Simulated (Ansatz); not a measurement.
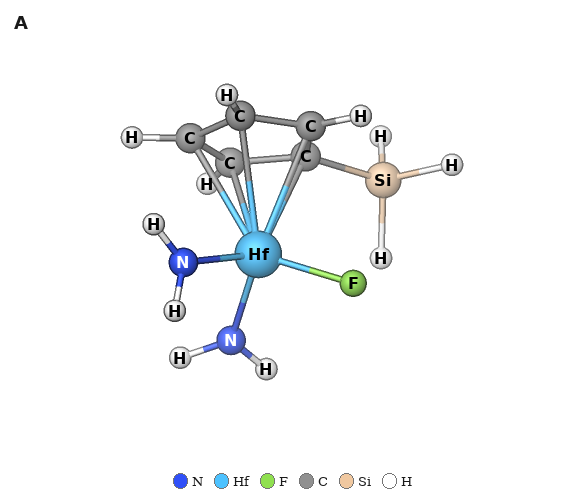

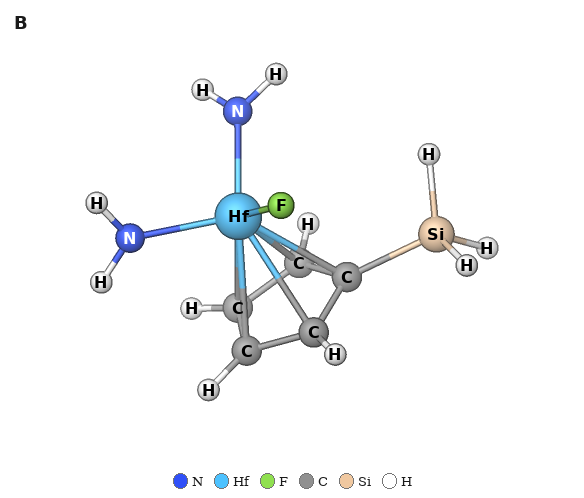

Distant atoms are faded towards the background colour. Charge 0, singlet. The geometry was computed by an optimisation with PBE0-D4/def2-TZVP. No frequency run is at hand to confirm it as a minimum.

> How are A and B related: the same structure turned, mirror images, conformers, diastereomers or constitutional isomers?

They are mirror images that no rotation superimposes: the geometry of C5H11FHfN2Si is chiral (C1). Their energies are equal.
